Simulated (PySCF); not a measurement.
Run report: PN, NMR shielding calculation

The run: NMR shielding calculation of PN, SMILES N#P. Method and program: GIAO wB97X-D/pcSseg-2 NMR shielding, non-relativistic, gas phase (PySCF 2.14.0).

The geometry comes from this level: PBE0-D3(BJ)/def2-TZVP. Figures and captions count atoms from 1; the log counts them from 0 in places.

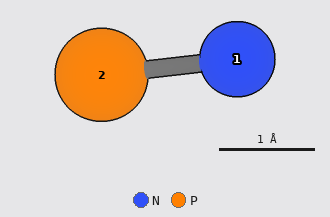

Fig. 1: The structure as given in the input (ball-and-stick view, seen at a tilt; atoms are numbered from 1 in the order of the input). Bond lengths as drawn: N–P 1.48 Å.

## Summary

- outcome: converged
- total energy: −396.072924 hartree
- HOMO: −11.24 eV
- LUMO: −0.53 eV
- dipole moment: 2.90 D
- isotropic shielding, N: −428.8 ppm
- isotropic shielding, P: −55.4 ppm
- hardware: 1 CPU thread, shared host
- wall time: 1.1 s
- peak memory: 0.31 GiB

## The input
```
{"job": {"kind": "nmr", "xc": "wB97X-D", "basis": "pcSseg-2", "pop": false}, "charge": 0, "multiplicity": 1}
N     -0.674425    -0.288648     0.067425
P      0.691659     0.259763    -0.079607
```

The first line tells a small driver script what to run in PySCF; the rest is the geometry in Å.

Launched with:
```bash
OMP_NUM_THREADS=1 python <driver script> task.json out
```

## What the program printed
```
coarse grid: 2688 points
cycle   1  E = -396.0020192963  dE =  1.179e-02  |g| = 4.878e-01  |ddm| = 1.300e+00
cycle   2  E = -395.8286201289  dE =  1.734e-01  |g| = 9.840e-01  |ddm| = 8.749e-01
cycle   3  E = -396.0629995965  dE = -2.344e-01  |g| = 2.459e-02  |ddm| = 5.794e-01
cycle   4  E = -396.0631197866  dE = -1.202e-04  |g| = 1.025e-02  |ddm| = 4.139e-02
cycle   5  E = -396.0631439624  dE = -2.418e-05  |g| = 2.708e-03  |ddm| = 8.574e-03
cycle   6  E = -396.0631460476  dE = -2.085e-06  |g| = 7.060e-04  |ddm| = 4.331e-03
final grid: 22920 points
cycle   7  E = -396.0729234061  dE = -3.952e-05  |g| = 1.845e-03  |ddm| = 1.663e-02
cycle   8  E = -396.0729238822  dE = -4.761e-07  |g| = 9.675e-04  |ddm| = 2.108e-03
cycle   9  E = -396.0729238734  dE =  8.810e-09  |g| = 1.009e-03  |ddm| = 1.118e-03
cycle  10  E = -396.0729240885  dE = -2.151e-07  |g| = 1.059e-04  |ddm| = 5.093e-04
cycle  11  E = -396.0729240908  dE = -2.338e-09  |g| = 2.643e-05  |ddm| = 9.319e-05
cycle  12  E = -396.0729240910  dE = -2.013e-10  |g| = 3.183e-06  |ddm| = 2.969e-05
```

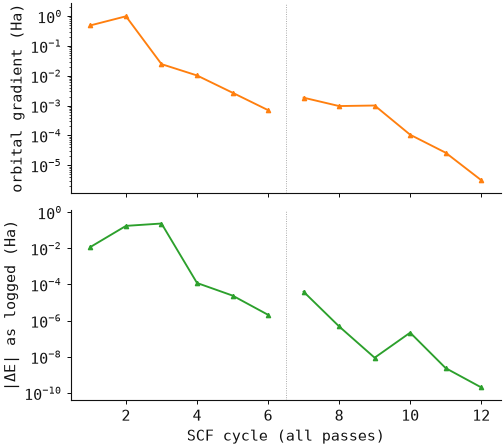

Fig. 2: Convergence of the self-consistent field: orbital gradient and size of the energy change against the SCF cycle. The dotted line marks the change from a coarse to the final integration grid. The first 6 cycles use a coarse grid, the final grid takes over at cycle 7, and the field converges after 12 cycles in all.

```
converged SCF energy = -396.0729240910

GIAO shielding tensors (ppm)
atom      isotropic    diamagn.    paramagn.     s11        s22        s33       span
  0 N     -428.834     321.574    -750.408   -814.373   -814.362    342.232   1156.605
  1 P      -55.401     968.451   -1023.852   -566.415   -566.399    966.610   1533.025
```
